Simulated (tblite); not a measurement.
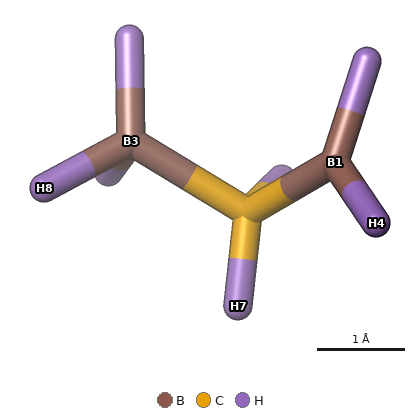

*The starting structure (stick view, seen at a tilt; atoms are numbered from 1 in the order of the input).*

# Run report: CH₇B₂ (charge −1), geometry relaxation

The run: geometry relaxation of CH₇B₂, charge −1. Method and program: GFN2-xTB geometry optimisation, gas phase (tblite 0.8.0).

**Output**
```
step      E/eV     max force
  0    -225.72150    4.298
  1    -226.24040    2.593
  2    -226.76724    1.857
  3    -226.90193    1.331
  4    -227.03220    1.097
  5    -227.10124    0.742
  6    -227.14354    0.627
  7    -227.16155    0.542
  8    -227.18156    0.434
  9    -227.19684    0.400
 10    -227.20772    0.304
 11    -227.21876    0.313
 12    -227.22889    0.347
 13    -227.23780    0.306
 14    -227.24560    0.330
 15    -227.25324    0.294
 16    -227.26212    0.313
 17    -227.27236    0.368
 18    -227.28544    0.376
 19    -227.30178    0.373
 20    -227.31598    0.332
 21    -227.32532    0.316
 22    -227.33255    0.225
 23    -227.33786    0.188
 24    -227.34099    0.120
 25    -227.34246    0.116
 26    -227.34330    0.096
 27    -227.34427    0.113
 28    -227.34538    0.112
 29    -227.34634    0.078
 30    -227.34677    0.059
 31    -227.34724    0.056
 32    -227.34767    0.061
 33    -227.34796    0.051
 34    -227.34809    0.032
 35    -227.34817    0.026
 36    -227.34825    0.027
 37    -227.34837    0.041
 38    -227.34851    0.054
 39    -227.34870    0.055
 40    -227.34888    0.040
 41    -227.34902    0.032
 42    -227.34912    0.032
 43    -227.34924    0.033
 44    -227.34939    0.045
 45    -227.34955    0.041
 46    -227.34967    0.027
 47    -227.34973    0.023
 48    -227.34977    0.020
 49    -227.34981    0.026
 50    -227.34986    0.022
 51    -227.34989    0.018
 52    -227.34992    0.016
 53    -227.34994    0.022
 54    -227.34999    0.036
 55    -227.35007    0.046
 56    -227.35017    0.041
 57    -227.35027    0.032
 58    -227.35036    0.034
 59    -227.35047    0.045
 60    -227.35064    0.069
 61    -227.35087    0.077
 62    -227.35109    0.056
 63    -227.35125    0.030
 64    -227.35136    0.027
 65    -227.35146    0.036
 66    -227.35156    0.035
 67    -227.35161    0.018
 68    -227.35164    0.015
 69    -227.35165    0.012
 70    -227.35167    0.017
 71    -227.35169    0.011
 72    -227.35170    0.005
```

**Trajectory as extended XYZ (Å, eV, eV/Å), 21 of the 73 frames kept, from step=0 to step=72**
```
10
Properties=species:S:1:pos:R:3:forces:R:3 step=0 energy=-225.72150
B    -0.5488    1.1494   -0.0743    0.0460   0.4940  -0.5130
C    -0.4453   -0.3719   -0.2989   -2.8410   3.0970   0.9010
B     0.9958   -0.8231    0.2086    0.3400  -3.6750   0.7440
H    -0.7259    1.9203   -1.0254    0.3940  -0.1990   0.6620
H    -0.4949    1.6202    1.0555   -0.1420  -0.2150  -0.8150
H    -1.1111   -0.7883    0.5082    0.3120  -0.1500  -1.0670
H    -0.7144   -0.7313   -1.2861   -0.0330  -0.2810   0.0530
H     1.8000   -1.2745   -0.5565    1.0350   1.6370  -0.5620
H     1.3007   -0.6802    1.3643    0.5270   1.1040  -0.2050
H     0.5191   -1.9426    0.3402    0.3630  -1.8120   0.8030
10
Properties=species:S:1:pos:R:3:forces:R:3 step=4 energy=-227.03220
B    -0.5564    1.2188   -0.0943   -0.0810  -0.3640  -0.1380
C    -0.5646   -0.2610   -0.2818    0.7630  -0.6910   0.3790
B     0.9714   -1.0665    0.2595   -0.1640   0.2420  -0.1450
H    -0.6787    1.9512   -1.0053    0.2560   0.4290  -0.2050
H    -0.5109    1.6280    1.0020   -0.0840   0.3930   0.2320
H    -1.1278   -0.8114    0.4583   -0.3350   0.0420   0.1080
H    -0.7273   -0.7179   -1.2514   -0.2220   0.1510  -0.2810
H     1.8766   -1.1026   -0.5973   -0.4740   0.3210   0.3000
H     1.3557   -0.5840    1.3233   -0.0350  -0.1270  -0.3970
H     0.5372   -2.1765    0.4226    0.3760  -0.3950   0.1480
10
Properties=species:S:1:pos:R:3:forces:R:3 step=7 energy=-227.16155
B    -0.5613    1.2038   -0.1012    0.1370  -0.0490   0.0500
C    -0.5177   -0.3076   -0.2596   -0.1730   0.1020  -0.0100
B     0.9509   -1.0851    0.2553   -0.1340  -0.1680   0.0110
H    -0.6444    1.9903   -1.0162    0.1930  -0.2470   0.2360
H    -0.5236    1.6643    1.0029   -0.1110   0.0670  -0.2410
H    -1.1647   -0.8122    0.4610   -0.0720   0.1010  -0.0880
H    -0.7484   -0.6976   -1.2595    0.0100   0.0260   0.1030
H     1.8442   -1.0414   -0.5797   -0.2470   0.0220  -0.0560
H     1.3617   -0.5793    1.2815   -0.0810  -0.1110   0.0240
H     0.5785   -2.2571    0.4509    0.4770   0.2560  -0.0280
10
Properties=species:S:1:pos:R:3:forces:R:3 step=11 energy=-227.21876
B    -0.5366    1.1889   -0.0936    0.0070   0.0090   0.0310
C    -0.5333   -0.3153   -0.2499   -0.0810  -0.0670   0.0890
B     0.9280   -1.0987    0.2567    0.1480   0.2300  -0.0400
H    -0.5836    1.9638   -0.9905    0.2020  -0.0030  -0.2390
H    -0.5523    1.6964    0.9718   -0.0440   0.0240   0.2190
H    -1.2049   -0.7983    0.4531   -0.1560  -0.0870   0.0910
H    -0.7575   -0.6869   -1.2504   -0.0270  -0.0730  -0.0860
H     1.7861   -1.0067   -0.5952    0.0120   0.0460  -0.1750
H     1.3480   -0.5970    1.2739   -0.0080   0.0440   0.1530
H     0.6813   -2.2681    0.4597   -0.0540  -0.1220  -0.0440
10
Properties=species:S:1:pos:R:3:forces:R:3 step=14 energy=-227.24560
B    -0.5191    1.1851   -0.0822   -0.1240  -0.0230  -0.0280
C    -0.5670   -0.3230   -0.2357    0.0990  -0.0790   0.1020
B     0.9345   -1.0827    0.2563   -0.0540  -0.1320  -0.0220
H    -0.5081    1.9386   -1.0065    0.2330  -0.0510  -0.0660
H    -0.5788    1.7168    0.9792   -0.0130  -0.0740   0.0330
H    -1.2539   -0.8037    0.4594   -0.0290  -0.0810   0.0030
H    -0.7658   -0.6913   -1.2482   -0.0530  -0.0180   0.1170
H     1.7549   -0.9738   -0.6371    0.0150   0.1180   0.0720
H     1.3393   -0.5988    1.2939    0.0550   0.0690  -0.0760
H     0.7393   -2.2892    0.4564   -0.1290   0.2720  -0.1350
10
Properties=species:S:1:pos:R:3:forces:R:3 step=18 energy=-227.28544
B    -0.5264    1.1694   -0.0747    0.1610  -0.0520  -0.0020
C    -0.5936   -0.3452   -0.1960   -0.1940   0.1170  -0.1040
B     0.9345   -1.0639    0.2492   -0.0420   0.3430  -0.0270
H    -0.3547    1.8826   -1.0352    0.0480  -0.1830   0.3250
H    -0.6136    1.7117    0.9917   -0.0520  -0.0490  -0.2610
H    -1.3096   -0.8337    0.4717    0.1410   0.0180   0.0610
H    -0.7880   -0.7082   -1.2103   -0.0080  -0.0690   0.0360
H     1.7284   -0.9080   -0.6646    0.0240   0.1180   0.1350
H     1.3449   -0.5841    1.2950    0.0540   0.0090  -0.1610
H     0.7533   -2.2426    0.4088   -0.1310  -0.2530  -0.0020
10
Properties=species:S:1:pos:R:3:forces:R:3 step=22 energy=-227.33255
B    -0.4958    1.1325   -0.0652    0.0590  -0.0870   0.0720
C    -0.6627   -0.3595   -0.1636    0.0470  -0.1440  -0.1110
B     0.9119   -1.0046    0.2320   -0.0170  -0.1570  -0.0080
H    -0.1306    1.7708   -0.9970    0.0270   0.0660   0.0090
H    -0.6780    1.7119    0.9515   -0.0240   0.1110   0.0660
H    -1.3630   -0.8621    0.5050    0.0490   0.0760   0.1290
H    -0.8252   -0.7469   -1.1656   -0.0850  -0.1220  -0.1690
H     1.6847   -0.7845   -0.6749    0.0420   0.0620  -0.0480
H     1.3604   -0.5615    1.2657   -0.0420   0.0740   0.0770
H     0.7736   -2.2181    0.3477   -0.0550   0.1230  -0.0180
10
Properties=species:S:1:pos:R:3:forces:R:3 step=25 energy=-227.34246
B    -0.4822    1.1170   -0.0581   -0.0150  -0.0030  -0.0150
C    -0.6703   -0.3734   -0.1730    0.0280   0.0100  -0.0010
B     0.9090   -0.9980    0.2264    0.0410  -0.0120   0.0100
H    -0.0983    1.7573   -0.9826    0.0310   0.0440   0.0070
H    -0.6886    1.7182    0.9487    0.0180  -0.0420  -0.0010
H    -1.3575   -0.8585    0.5256    0.0420   0.0250  -0.0500
H    -0.8405   -0.7698   -1.1763   -0.0810  -0.0400   0.0720
H     1.6865   -0.7625   -0.6758    0.0120   0.0090  -0.0280
H     1.3580   -0.5504    1.2665   -0.1050   0.0070  -0.0050
H     0.7593   -2.2021    0.3341    0.0290   0.0020   0.0100
10
Properties=species:S:1:pos:R:3:forces:R:3 step=29 energy=-227.34634
B    -0.4769    1.1131   -0.0607    0.0060   0.0200  -0.0260
C    -0.6682   -0.3767   -0.1761   -0.0270   0.0000  -0.0020
B     0.9130   -0.9969    0.2223   -0.0600   0.0300  -0.0390
H    -0.0738    1.7592   -0.9730    0.0090   0.0230  -0.0150
H    -0.6905    1.7124    0.9460    0.0200  -0.0490   0.0060
H    -1.3523   -0.8528    0.5274   -0.0100  -0.0070   0.0680
H    -0.8647   -0.7873   -1.1673    0.0090   0.0040  -0.0290
H     1.6862   -0.7489   -0.6820    0.0250  -0.0160   0.0320
H     1.3342   -0.5439    1.2674   -0.0070   0.0150   0.0150
H     0.7682   -2.2002    0.3315    0.0350  -0.0190  -0.0120
10
Properties=species:S:1:pos:R:3:forces:R:3 step=32 energy=-227.34767
B    -0.4744    1.1129   -0.0654   -0.0060  -0.0400   0.0020
C    -0.6720   -0.3772   -0.1785   -0.0320  -0.0160  -0.0030
B     0.9085   -0.9914    0.2171    0.0010  -0.0370   0.0480
H    -0.0640    1.7625   -0.9706   -0.0010   0.0160  -0.0330
H    -0.6875    1.7018    0.9460    0.0210  -0.0110   0.0170
H    -1.3487   -0.8509    0.5366    0.0050   0.0260   0.0010
H    -0.8735   -0.7948   -1.1665    0.0000   0.0170  -0.0050
H     1.6912   -0.7465   -0.6794    0.0050   0.0110   0.0190
H     1.3230   -0.5392    1.2687   -0.0090   0.0010  -0.0280
H     0.7727   -2.1993    0.3275    0.0170   0.0330  -0.0180
10
Properties=species:S:1:pos:R:3:forces:R:3 step=36 energy=-227.34825
B    -0.4748    1.1120   -0.0683    0.0120   0.0110  -0.0010
C    -0.6726   -0.3774   -0.1813    0.0120   0.0020  -0.0010
B     0.9083   -0.9944    0.2196   -0.0050   0.0150  -0.0170
H    -0.0730    1.7700   -0.9747   -0.0150  -0.0220   0.0020
H    -0.6795    1.6951    0.9491    0.0210  -0.0070  -0.0020
H    -1.3457   -0.8467    0.5387   -0.0180  -0.0020  -0.0060
H    -0.8756   -0.7937   -1.1690   -0.0100  -0.0060  -0.0030
H     1.6954   -0.7493   -0.6734   -0.0010   0.0170   0.0070
H     1.3177   -0.5381    1.2677    0.0060   0.0030   0.0240
H     0.7750   -2.1996    0.3273   -0.0010  -0.0110  -0.0020
10
Properties=species:S:1:pos:R:3:forces:R:3 step=40 energy=-227.34888
B    -0.4676    1.1075   -0.0698   -0.0160  -0.0130   0.0020
C    -0.6777   -0.3798   -0.1825   -0.0020  -0.0170   0.0020
B     0.9075   -0.9896    0.2204   -0.0380   0.0020   0.0110
H    -0.0701    1.7605   -0.9799    0.0000   0.0080  -0.0030
H    -0.6643    1.6854    0.9513    0.0260   0.0200  -0.0050
H    -1.3548   -0.8425    0.5389    0.0130  -0.0130  -0.0070
H    -0.8865   -0.7978   -1.1691    0.0120   0.0010   0.0100
H     1.6952   -0.7329   -0.6659    0.0180   0.0150  -0.0240
H     1.3119   -0.5352    1.2730   -0.0120  -0.0190   0.0080
H     0.7817   -2.1978    0.3191    0.0000   0.0180   0.0040
10
Properties=species:S:1:pos:R:3:forces:R:3 step=43 energy=-227.34924
B    -0.4664    1.1047   -0.0705   -0.0010   0.0040  -0.0050
C    -0.6790   -0.3821   -0.1829   -0.0180   0.0130   0.0040
B     0.9041   -0.9858    0.2212    0.0330  -0.0010  -0.0040
H    -0.0735    1.7571   -0.9834    0.0000   0.0070   0.0010
H    -0.6514    1.6827    0.9526    0.0150   0.0170  -0.0070
H    -1.3571   -0.8428    0.5378    0.0070  -0.0280   0.0130
H    -0.8893   -0.7994   -1.1689    0.0110  -0.0060  -0.0070
H     1.6973   -0.7256   -0.6639   -0.0190   0.0100   0.0160
H     1.3075   -0.5371    1.2780   -0.0220  -0.0110  -0.0120
H     0.7831   -2.1938    0.3159   -0.0050  -0.0050   0.0010
10
Properties=species:S:1:pos:R:3:forces:R:3 step=47 energy=-227.34973
B    -0.4645    1.1015   -0.0727    0.0050   0.0070   0.0020
C    -0.6850   -0.3840   -0.1831    0.0100   0.0010   0.0020
B     0.9031   -0.9822    0.2217   -0.0100  -0.0050   0.0000
H    -0.0772    1.7536   -0.9885   -0.0020  -0.0050  -0.0080
H    -0.6280    1.6825    0.9521   -0.0060   0.0060   0.0000
H    -1.3588   -0.8494    0.5391    0.0120  -0.0040   0.0020
H    -0.8925   -0.8032   -1.1692   -0.0030   0.0030   0.0040
H     1.6971   -0.7092   -0.6572   -0.0070  -0.0040   0.0070
H     1.2958   -0.5409    1.2831   -0.0010   0.0090   0.0130
H     0.7853   -2.1908    0.3104    0.0020  -0.0080  -0.0210
10
Properties=species:S:1:pos:R:3:forces:R:3 step=50 energy=-227.34986
B    -0.4633    1.1019   -0.0730   -0.0050  -0.0100   0.0010
C    -0.6849   -0.3840   -0.1826    0.0000  -0.0030   0.0020
B     0.9020   -0.9822    0.2220   -0.0060   0.0000   0.0210
H    -0.0780    1.7522   -0.9909   -0.0010  -0.0030  -0.0050
H    -0.6247    1.6837    0.9518   -0.0050   0.0050  -0.0040
H    -1.3571   -0.8514    0.5399    0.0090   0.0100   0.0010
H    -0.8935   -0.8034   -1.1687    0.0000   0.0080   0.0070
H     1.6956   -0.7064   -0.6543    0.0140   0.0030  -0.0110
H     1.2930   -0.5405    1.2856   -0.0070  -0.0130  -0.0040
H     0.7862   -2.1918    0.3058    0.0010   0.0020  -0.0090
10
Properties=species:S:1:pos:R:3:forces:R:3 step=54 energy=-227.34999
B    -0.4630    1.1011   -0.0735    0.0000   0.0140  -0.0060
C    -0.6846   -0.3843   -0.1814    0.0030   0.0040   0.0040
B     0.9012   -0.9817    0.2239    0.0130  -0.0060  -0.0330
H    -0.0805    1.7492   -0.9945   -0.0030  -0.0020  -0.0010
H    -0.6204    1.6863    0.9501   -0.0070   0.0000  -0.0030
H    -1.3544   -0.8522    0.5421   -0.0110   0.0030   0.0120
H    -0.8944   -0.8025   -1.1672   -0.0030  -0.0040  -0.0030
H     1.6966   -0.7019   -0.6521    0.0030   0.0050   0.0160
H     1.2876   -0.5444    1.2892    0.0060  -0.0090   0.0110
H     0.7873   -2.1917    0.2989   -0.0010  -0.0040   0.0010
10
Properties=species:S:1:pos:R:3:forces:R:3 step=58 energy=-227.35036
B    -0.4629    1.1019   -0.0772    0.0030   0.0050  -0.0010
C    -0.6839   -0.3841   -0.1754   -0.0080   0.0050  -0.0070
B     0.9027   -0.9837    0.2224   -0.0120   0.0030   0.0130
H    -0.0854    1.7394   -1.0064    0.0010   0.0220  -0.0070
H    -0.6152    1.6940    0.9424   -0.0040   0.0110   0.0060
H    -1.3505   -0.8485    0.5540    0.0000   0.0000  -0.0140
H    -0.9001   -0.7997   -1.1611   -0.0080  -0.0310   0.0110
H     1.7044   -0.6837   -0.6403    0.0000  -0.0010   0.0100
H     1.2740   -0.5619    1.3002    0.0210  -0.0190  -0.0020
H     0.7921   -2.1957    0.2772    0.0060   0.0060  -0.0080
10
Properties=species:S:1:pos:R:3:forces:R:3 step=61 energy=-227.35087
B    -0.4628    1.1061   -0.0829   -0.0110  -0.0260  -0.0070
C    -0.6830   -0.3818   -0.1707   -0.0110  -0.0040  -0.0020
B     0.9027   -0.9869    0.2214    0.0030   0.0180   0.0750
H    -0.0952    1.7360   -1.0218    0.0010   0.0240   0.0090
H    -0.6099    1.7056    0.9342    0.0060  -0.0010  -0.0170
H    -1.3452   -0.8436    0.5649    0.0050   0.0140  -0.0090
H    -0.9082   -0.8046   -1.1519    0.0060  -0.0090   0.0110
H     1.7145   -0.6643   -0.6213    0.0010  -0.0010  -0.0270
H     1.2649   -0.5883    1.3132    0.0010  -0.0200  -0.0150
H     0.7975   -2.2000    0.2505   -0.0010   0.0030  -0.0190
10
Properties=species:S:1:pos:R:3:forces:R:3 step=65 energy=-227.35146
B    -0.4629    1.1069   -0.0929    0.0020   0.0100  -0.0100
C    -0.6845   -0.3810   -0.1637    0.0110  -0.0040   0.0060
B     0.9036   -0.9864    0.2269    0.0020  -0.0160  -0.0320
H    -0.1080    1.7309   -1.0416   -0.0020   0.0070   0.0070
H    -0.5946    1.7188    0.9191    0.0020  -0.0130  -0.0090
H    -1.3393   -0.8357    0.5813   -0.0130   0.0050   0.0120
H    -0.9188   -0.8138   -1.1381    0.0170  -0.0060  -0.0010
H     1.7262   -0.6335   -0.5965   -0.0210   0.0060   0.0050
H     1.2477   -0.6278    1.3339    0.0080   0.0130   0.0260
H     0.8059   -2.2005    0.2071   -0.0050  -0.0020  -0.0060
10
Properties=species:S:1:pos:R:3:forces:R:3 step=68 energy=-227.35164
B    -0.4628    1.1070   -0.0963    0.0040   0.0010   0.0020
C    -0.6843   -0.3815   -0.1611    0.0020   0.0030  -0.0010
B     0.9039   -0.9878    0.2277   -0.0050   0.0020  -0.0010
H    -0.1088    1.7316   -1.0445   -0.0010  -0.0020  -0.0060
H    -0.5927    1.7201    0.9143   -0.0030  -0.0020   0.0090
H    -1.3412   -0.8324    0.5854    0.0040   0.0080  -0.0010
H    -0.9187   -0.8166   -1.1346    0.0120  -0.0080   0.0040
H     1.7248   -0.6257   -0.5918   -0.0040   0.0050  -0.0030
H     1.2467   -0.6352    1.3394   -0.0050  -0.0030  -0.0060
H     0.8084   -2.2016    0.1970   -0.0040  -0.0030   0.0020
10
Properties=species:S:1:pos:R:3:forces:R:3 step=72 energy=-227.35170
B    -0.4629    1.1079   -0.0963    0.0000   0.0010   0.0000
C    -0.6830   -0.3808   -0.1611    0.0000   0.0000   0.0000
B     0.9036   -0.9883    0.2274    0.0010  -0.0010   0.0030
H    -0.1093    1.7331   -1.0444    0.0000  -0.0020   0.0010
H    -0.5953    1.7193    0.9154    0.0000  -0.0010  -0.0010
H    -1.3404   -0.8302    0.5855    0.0000   0.0010   0.0000
H    -0.9147   -0.8186   -1.1339    0.0000   0.0010  -0.0010
H     1.7234   -0.6266   -0.5936   -0.0010  -0.0010   0.0010
H     1.2475   -0.6354    1.3386   -0.0020  -0.0020  -0.0040
H     0.8063   -2.2024    0.1980    0.0010   0.0040   0.0000
```

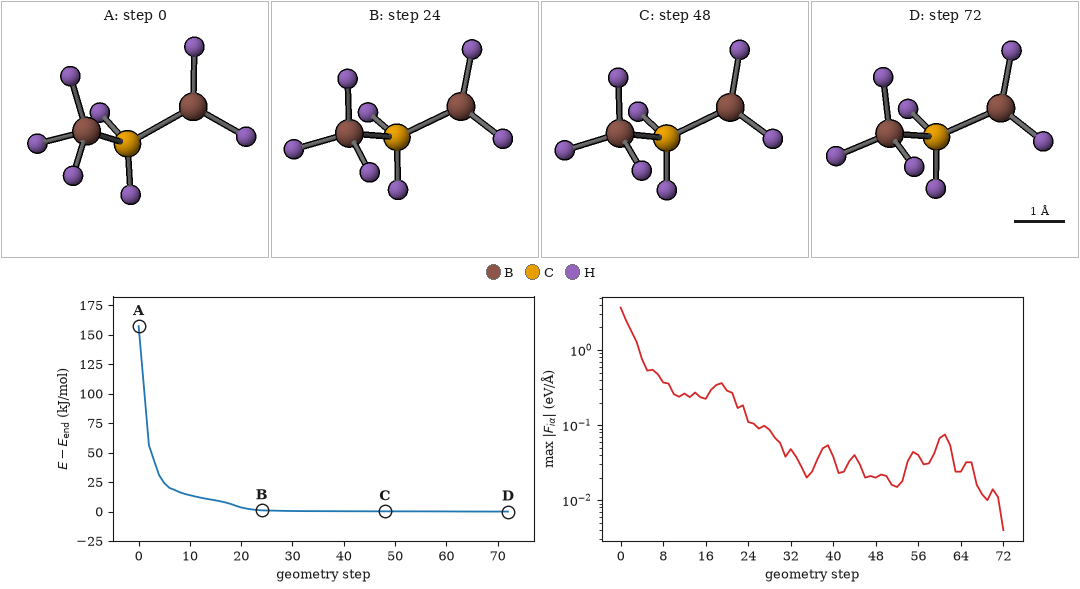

*Frames of the relaxation (ball-and-stick view, seen at a tilt) above the curves, on which the letters mark them (steps are counted from 0).*

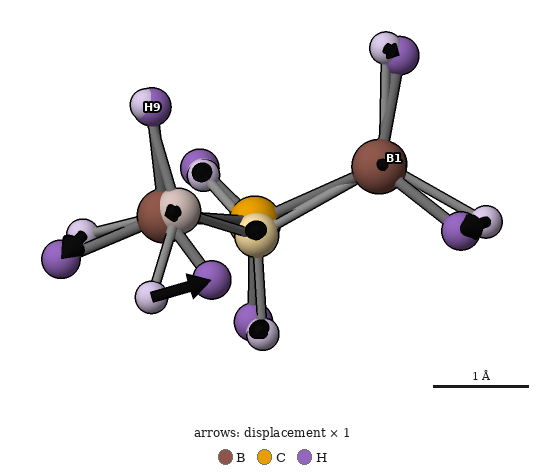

*Start (faint) and end (solid) with the displacements as black arrows, at true length (ball-and-stick view, seen at a tilt). The two geometries are laid on each other by the best rigid fit.*

The largest move after the best rigid fit is that of H8, 0.66 Å. By element the largest moves are H 0.66 Å, C 0.28 Å, B 0.19 Å. Among the contacts that change: C2–B3 1.593 → 1.743 Å, B1–H4 1.237 → 1.189 Å, B1–H5 1.225 → 1.189 Å, B1–C2 1.541 → 1.506 Å. Among the angles that change: H8–B3–H10 89.2° → 109.5°, C2–B3–H10 86.6° → 105.6°, B1–C2–H6 102.8° → 117.7°. The energy falls by 157.3 kJ/mol in 72 geometry steps. The largest force component goes from 3.7 to 0.004 eV/Å. (Atoms are counted from 1 in the order of the input.)

The run was set up as follows.

**Input file**
```
{"job": {"kind": "relax", "xc": "GFN2-xTB", "basis": "xTB"}, "charge": -1, "multiplicity": 1}
B     -0.548800     1.149400    -0.074300
C     -0.445300    -0.371900    -0.298900
B      0.995800    -0.823100     0.208600
H     -0.725900     1.920300    -1.025400
H     -0.494900     1.620200     1.055500
H     -1.111100    -0.788300     0.508200
H     -0.714400    -0.731300    -1.286100
H      1.800000    -1.274500    -0.556500
H      1.300700    -0.680200     1.364300
H      0.519100    -1.942600     0.340200
```

The first line tells a small driver script what to run in tblite; the rest is the geometry in Å.

Command:
```bash
OMP_NUM_THREADS=1 python <driver script> task.json out
```

**Results in brief**

```csv
quantity,value
outcome,converged
total energy,−227.3517 eV
hardware,"1 CPU thread, shared host"
peak memory,0.37 GiB
```
